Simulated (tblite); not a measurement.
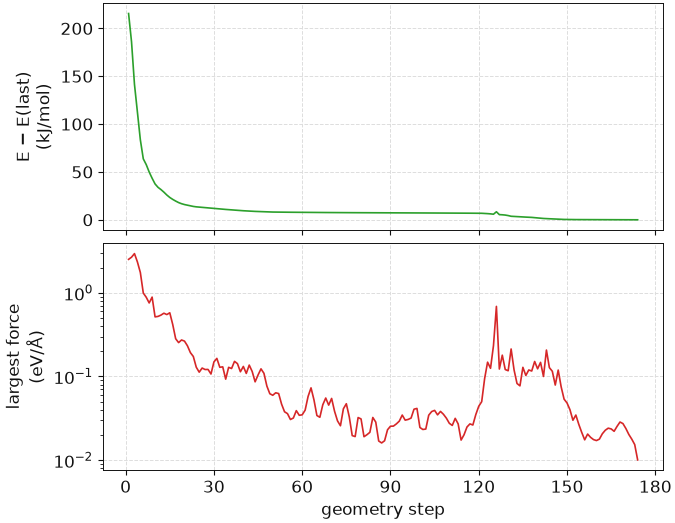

History of a geometry optimisation.

The run: C6H13P (SMILES CC(C)PC1CC1), by tblite, GFN2-xTB geometry optimisation, gas phase.

**How did the optimisation end?**

The optimisation met its thresholds at geometry 174, counting the start as the first. The energy fell by about 220 kJ/mol from the first step to the last, with a rise at step 126. The largest force goes from about 2.5 eV/Å at the start to 0.01 eV/Å at the end.
